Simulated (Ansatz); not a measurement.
**UPBE-QIDH/def2-SVP run of SiCl3O (SMILES [O][Si](Cl)(Cl)Cl)**

Aim: the energy change on altering one bond length of SiCl3O at UPBE-QIDH/def2-SVP, from 2 runs. 

The calculation is run with Ansatz 0.2.0.

61 further runs of the same task are left out: 10 that didn't finish, 51 set aside as unsound or not needed. Runs told in other sessions of the task aren't counted.

## Step 1: The structure to begin with

SiCl3O: 5 atoms, total charge 0, spin state doublet. SMILES: `[O][Si](Cl)(Cl)Cl`. Geometry: relaxed at PBE0-D4/def2-TZVP.

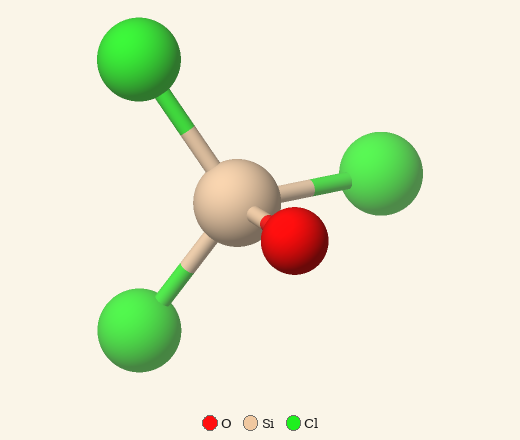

Viewed from a chosen angle; oxygen red, silicon light orange, chlorine green.

## Step 2: A single-point energy at UPBE-QIDH/def2-SVP

Input file in.yaml:

```yaml
crystal:
  periodic: [false, false, false]
  atoms:
    - {symbol: O, position_ang: [0.815000, -1.070800, 1.039300]}
    - {symbol: Si, position_ang: [0.038600, -0.018800, 0.041000]}
    - {symbol: Cl, position_ang: [-1.536500, 0.855600, 0.950500]}
    - {symbol: Cl, position_ang: [-0.542800, -1.265500, -1.438700]}
    - {symbol: Cl, position_ang: [1.275600, 1.425900, -0.633600]}
basis:
  gaussian:
    orbitals: def2-SVP
magnetization:
  spin_polarized: true
  initial_magnetization: 1
hamiltonian:
  xc: {name: PBE-QIDH}
correlation:
  frozen_orbitals: {Cl: 5, O: 1, Si: 5}
accuracy: high
output:
  orbitals: {seedname: orbitals}
```

Launch:

```
$ ansatz run in.yaml --threads 1 --pin off --max-ram 3480MiB --events-out events.jsonl --progress --plain --runs-dir runs
```

Log:

```text
Warning: RAYON_NUM_THREADS=1 ignored (pool sized by the plan → 1); use --threads N
Functional definition: PBE-QIDH
  name "PBE-QIDH"
  parameter a = 3^(-1/3)
  parameter c = 1/3
  exchange = (1 - a)*pbe_x + a*exact_x
  correlation = (1 - c)*pbe_c + c*(mp2_os + mp2_ss)
1630 factors; integrals over basis functions are off by at most 3.6e-9 eV
mean field evaluation 1: about -47432.0437 eV, gradient 4.0e1 eV
mean field evaluation 2: about -47432.0990 eV, gradient 4.0e1 eV
mean field evaluation 4: about -47441.7935 eV, gradient 1.9e1 eV
mean field evaluation 8: about -47443.6682 eV, gradient 3.2e-1 eV
mean field evaluation 16: about -47443.6721 eV, gradient 5.1e-3 eV
mean field evaluation 32: about -47443.6721 eV, gradient 1.9e-8 eV
mean field evaluation 64: about -47443.6616 eV, gradient 2.7e-1 eV
mean field -47443.67214943 eV, -1743.5227930154 hartree, gradient 1.9e-8 eV, S^2 0.754192; 4 other end points of the search recorded, 0 dependent functions left out
21 core orbitals not correlated: weight in the atoms' cores, before any rotation towards them, 1.000 or more for the frozen orbitals, at most 0.000 for the correlated occupied ones
reference -47443.67215010 eV, -1743.5227930401 hartree; 16, 15 occupied and 49, 50 virtual orbitals, 1630 factors
second order -19.08843550 eV of doubles, -0.00000000 eV of singles
Total energy: -47450.03496193 eV, -1743.7566220621 hartree
```

Run time: 46 s. Hardware: 1 thread of Arm Neoverse V2, shared host; peak memory 0.5 GiB.

## Step 3: The distorted shape, same level

Input file job.yaml:

```yaml
crystal:
  periodic: [false, false, false]
  atoms:
    - symbol: O
      position_ang: [-0.174576, -2.226532, 1.578967]
    - symbol: Si
      position_ang: [-0.950976, -1.174532, 0.580667]
    - symbol: Cl
      position_ang: [-2.526076, -0.300132, 1.490167]
    - symbol: Cl
      position_ang: [-1.532376, -2.421232, -0.899033]
    - symbol: Cl
      position_ang: [1.275600, 1.425900, -0.633600]
basis:
  gaussian: {orbitals: def2-SVP}
output: {orbitals: {seedname: orbitals}}
accuracy: high
hamiltonian: {xc: {name: PBE-QIDH}}
correlation: {frozen_orbitals: {Cl: 5, O: 1, Si: 5}}
magnetization: {spin_polarized: true, initial_magnetization: 1}
```

Launch:

```
$ ansatz run job.yaml --threads 1 --pin off --max-ram 3480MiB --events-out events.jsonl --progress --plain --runs-dir runs
```

Log (excerpt; [...] marks lines left out):

```text
Warning: RAYON_NUM_THREADS=1 ignored (pool sized by the plan → 1); use --threads N
Functional definition: PBE-QIDH
  name "PBE-QIDH"
[...]
1553 factors; integrals over basis functions are off by at most 4.5e-9 eV
[...]
mean field -47439.74788889 eV, -1743.3785791007 hartree, gradient 2.3e-8 eV, S^2 1.460909; 10 other end points of the search recorded, 0 dependent functions left out
21 core orbitals not correlated: weight in the atoms' cores, before any rotation towards them, 1.000 or more for the frozen orbitals, at most 0.000 for the correlated occupied ones
reference -47439.74788969 eV, -1743.3785791299 hartree; 16, 15 occupied and 49, 50 virtual orbitals, 1553 factors
second order -18.50835235 eV of doubles, -0.00000000 eV of singles
Total energy: -47445.91734047 eV, -1743.6053022643 hartree
```

It took 2.3 min on 1 thread of Arm Neoverse V2, shared host; peak memory 0.53 GiB.

## Step 4: Outcome

At UPBE-QIDH/def2-SVP, 21 core orbitals frozen:

| quantity | value |
| --- | --- |
| first shape: total energy | -1743.75662 Eh |
| first shape: HOMO energy (SCF part's orbitals) (highest over α and β) | -11.88 eV |
| first shape: LUMO energy (SCF part's orbitals) (lowest over α and β) | -2.11 eV |
| first shape: ⟨S²⟩ | 0.754 |
| distorted shape: total energy | -1743.60530 Eh |
| distorted shape: HOMO energy (SCF part's orbitals) (highest over α and β) | -9.93 eV |
| distorted shape: LUMO energy (SCF part's orbitals) (lowest over α and β) | -3.61 eV |
| distorted shape: ⟨S²⟩ | 1.461 |
| energy change with the Si2–Cl5 bond stretched from 2.018 to 3.632 Å | 4.118 eV |

In words: With the Si2–Cl5 bond stretched from 2.018 to 3.632 Å the energy rises by 4.12 eV (95 kcal/mol). The first shape isn't relaxed at this level, so the change isn't measured from a minimum. ⟨S²⟩ (distorted shape) is 1.46 where a pure doublet has 0.75: the reference is spin-contaminated.
